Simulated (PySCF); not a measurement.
```xyz
14

C    -2.5465   -0.0640    0.0293
S    -0.8856   -0.7291    0.2645
O    -0.6629   -1.1316    1.6055
O    -0.4774   -1.5263   -0.8345
C     0.2017    0.9110    0.0810
C     1.5178    0.5006    0.2493
C     2.6706    0.1184    0.4004
C     3.9510   -0.2921    0.5657
N     5.0120   -0.7108    0.7157
H    -2.6154    0.3661   -0.9633
H    -3.2238   -0.9113    0.1147
H    -2.7528    0.6553    0.8136
H    -0.0254    1.2585   -0.9254
H    -0.1638    1.5548    0.8790
```

Geometry: GFN2-xTB.

All numbers below come from PySCF 2.14.0, density-fitted response routines, UKS B3LYP, pcH-1 on C H N O S, non-relativistic, mean-field spin-orbit, GIAO.

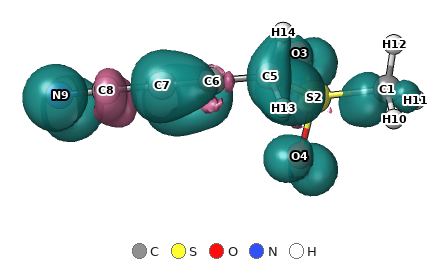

C5H5NO2S (SMILES CS(=O)(=O)C[C+]=[C]C#N) (charge +1, doublet). Isosurfaces of the spin density at +0.015 (teal) and −0.015 e/Å³ (pink), seen from one side.

Q: Which atoms carry the spin?

A: The unpaired spin (1 electron) lies mostly on C7 (about 0.2), N9 (about 0.2), C5 (about 0.1), O3 (about 0.1), O4 (about 0.1) and C6 (about 0.1), in electrons by Hirshfeld's partition.
